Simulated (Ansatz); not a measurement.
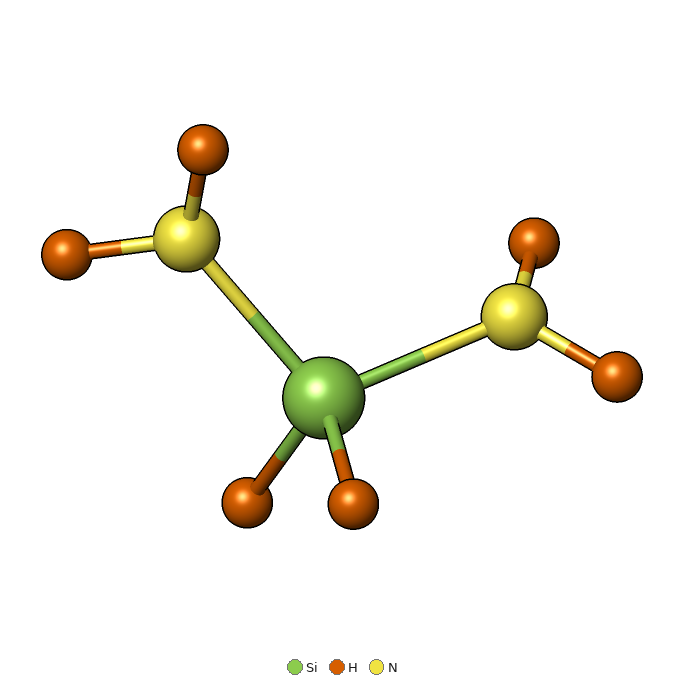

Harmonic vibrations computed with RKS PBE0-D4/def2-TZVP (Ansatz 0.2.0) at a stationary point of the same level.

### Is this a minimum or a saddle point?

A minimum: no imaginary frequency, and the lowest mode lies at 208 cm⁻¹.

### How many vibrational modes are there, and where do they lie?

21 modes: 208, 254, 335, 349, 423, 600, 682, 813, 821, 889, 901, 982, 988, 1574, 1577, 2176, 2192, 3612, 3613, 3712, 3713 cm⁻¹.
